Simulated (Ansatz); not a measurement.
## Run report: SiH₆SeO, saddle-point search

SiH₆SeO, multiplicity 2, set up with UKS PBE0-D4/def2-SVP (Ansatz 0.2.0).

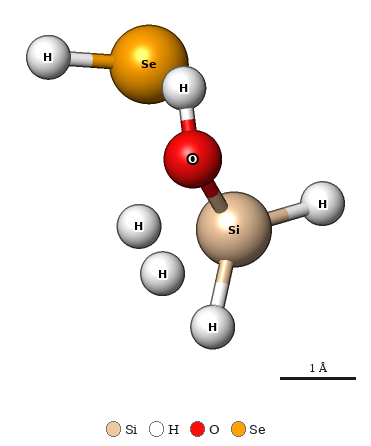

*The input geometry (ball-and-stick view, seen at a tilt).*

Bond lengths as drawn: H–O 0.96 Å, H–Se 1.41 Å, H–Si 1.44 to 1.45 Å and O–Si 1.59 Å.

## Input
```yaml
crystal:
  periodic: [false, false, false]
  atoms:
    - {symbol: Si, position_ang: [-0.839400, -0.529500, 0.489600]}
    - {symbol: H, position_ang: [0.729400, -1.469700, -0.404300]}
    - {symbol: H, position_ang: [-1.720500, -1.522200, -0.093100]}
    - {symbol: H, position_ang: [-0.204500, -0.627900, 1.780000]}
    - {symbol: O, position_ang: [-1.576400, 0.803700, 0.031900]}
    - {symbol: H, position_ang: [1.494300, -1.008400, -0.537600]}
    - {symbol: Se, position_ang: [1.750500, 1.116300, -0.021200]}
    - {symbol: H, position_ang: [-1.203600, 1.685100, 0.106500]}
    - {symbol: H, position_ang: [1.570200, 1.552700, -1.351800]}
basis:
  gaussian: {orbitals: def2-SVP}
magnetization: {spin_polarized: true, initial_magnetization: 1}
hamiltonian: {xc: pbe0, dispersion: d4}
saddle:
  max_steps: 30
  mode_guess:
    - [0.1747, 0.3841, -0.0506]
    - [0.1497, -0.2907, -0.0527]
    - [0.3134, 0.1848, 0.0007]
    - [0.0590, 0.0045, -0.0663]
    - [-0.1870, 0.0961, 0.0555]
    - [-0.0701, -0.6159, -0.0537]
    - [-0.2017, 0.0274, 0.1056]
    - [-0.2231, 0.1698, 0.0230]
    - [-0.0147, 0.0400, 0.0386]
```

Run as:
```bash
ansatz run in.yaml --threads 4 --pin off --events-out ev --progress --plain --max-ram 9574MiB
```

## Log
```
Error: a molecule whose nuclei and cores have a total charge of 62 cannot have a net charge of 0 together with 1 unpaired electrons
```

## Outcome

| quantity | value |
| --- | --- |
| outcome | refused by the program |
| hardware | 4 threads of Arm Neoverse V1, 23 GiB of memory available, shared host |

## What went wrong

A setting was made wrong on purpose: wrong multiplicity. The program refused the input: “a molecule whose nuclei and cores have a total charge of 62 cannot have a net charge of 0 together with 1 unpaired electrons”
